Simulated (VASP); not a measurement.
Band structure of NaIn$_{3}$ (space group I4/mmm). These are PBEsol GGA, VASP's PBE PAW potentials (set 64) (plane waves; VASP) values and carry that method's errors.

Unless said otherwise, spin-orbit coupling is left out, though it shifts the bands of the heavy elements here.

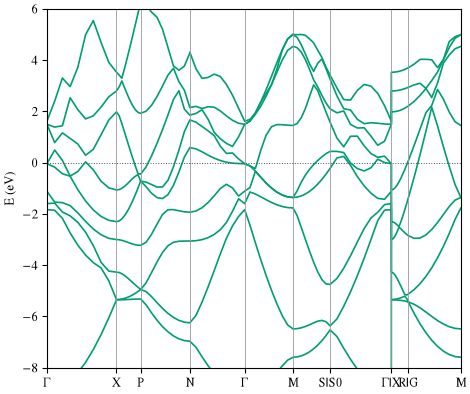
Figure: Bands along high-symmetry lines, zero at the valence-band maximum or, without a gap, the Fermi level

**Question.** Read the plot: is there a gap, and where are the band edges?

**Answer.** It has no gap at this level: it comes out as a metal or semimetal. (Edges off the drawn lines would not show.)

The structure comes from a computed database's NaIn3 entry (I4/mmm); how it stands against other phases isn't given here. It was relaxed first.
